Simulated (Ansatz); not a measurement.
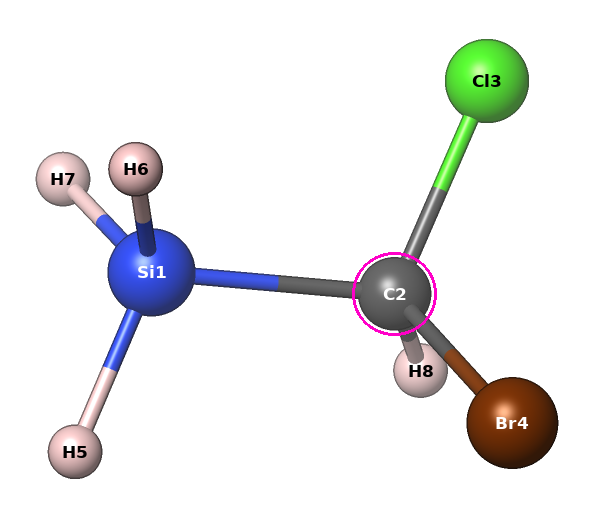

Atoms fade into the background with distance from the viewer. Circles mark the stereogenic atoms. The computed structure is the end point of a PBE-D4/def2-SVP optimisation. No frequency run is at hand to confirm it as a minimum.

Assign CIP descriptors.

C2: S (priorities Br4 > Cl3 > Si1 > H8).

Give a SMILES with the stereochemistry.

[SiH3][C@@H](Cl)Br
